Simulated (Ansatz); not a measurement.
# C2H3BClF2: the cost of one run

Computed with Ansatz 0.2.0. Level: RKS PBE0-D4/def2-SVPD.

## Step 1: The starting structure

SMILES `FB1CC1F`, 8 atoms, charge 0, spin multiplicity 1.

Atoms are counted from 1 here; the program's logs count them from 0.

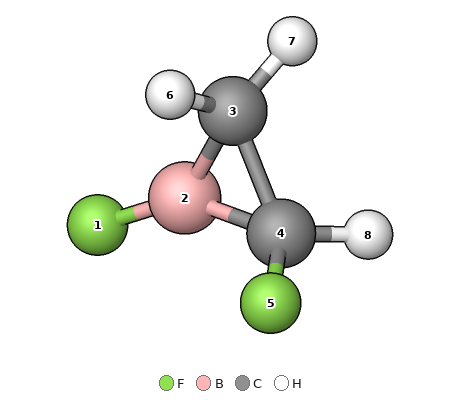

Start geometry, drawn with fluorine green, boron pink, carbon grey, hydrogen white; atoms are numbered from 1 in the order of the file.

Geometry (Å):

```xyz
8
C2H3BF2
F    -1.9860    0.7862    0.8980
B    -0.8163    0.4842    0.3567
C     0.5729   -0.0992    0.6182
C    -0.0032   -0.0151   -0.8410
F    -0.2594   -1.1845   -1.5483
H     0.4612   -1.0802    1.1224
H     1.5601    0.3496    0.7995
H     0.5629    0.7020   -1.4613
```

This geometry comes from a loose relaxation at PBE in a small basis, which is not shown.

## Step 4: Plan of the scan

The probe is moved over the molecule's main plane (x and y are the axes of that plane, centred on the molecule).

- x of the probe's Cl atom: 13 values from −4.68 to 4.68 Å
- y of the probe's Cl atom: 15 values from −5.46 to 5.46 Å

Nothing else is relaxed (molecule and probe rigid). Energies count from molecule and probe far apart, each relaxed in its own basis (no counterpoise correction). Points are written as (first, second).

The probe Cl- moves over a plane: the molecule's main plane. The molecule is turned into the frame of its main axes, as the inputs below show.

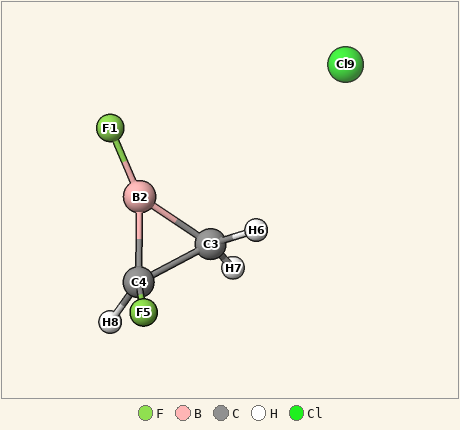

The geometry at (3.90 Å, 5.46 Å).

(The set-up runs are not shown.)

## Step 5: Point (3.90 Å, 5.46 Å)

Contents of input.yaml:

```yaml
crystal:
  periodic: [false, false, false]
  atoms:
    - { symbol: F, position_ang: [1.868828, -0.577008, -0.103338] }
    - { symbol: B, position_ang: [0.727531, 0.035892, 0.100575] }
    - { symbol: C, position_ang: [-0.129562, 1.258611, -0.190053] }
    - { symbol: C, position_ang: [-0.75963, -0.010133, 0.447999] }
    - { symbol: F, position_ang: [-1.707167, -0.707363, -0.255183] }
    - { symbol: H, position_ang: [-0.288184, 1.352478, -1.275509] }
    - { symbol: H, position_ang: [-0.243126, 2.210879, 0.332883] }
    - { symbol: H, position_ang: [-1.07583, 0.151833, 1.485147] }
    - { symbol: Cl, position_ang: [3.9, 5.46, 0.0] }
total_charge: -1
basis:
  gaussian: { orbitals: def2-SVPD }
hamiltonian:
  xc: pbe0
  dispersion: d4
output:
  forces: true
```

On the command line:

```sh
$ ansatz run input.yaml --threads 1 --pin off --max-ram 2560MiB --backend cpu --events-out ev --progress --plain --runs-dir out
```

What time and memory should one allow on 1 thread of AMD EPYC 9R45 (Zen 5), shared host?

About 2.7 s, with a peak of 0.37 GiB.
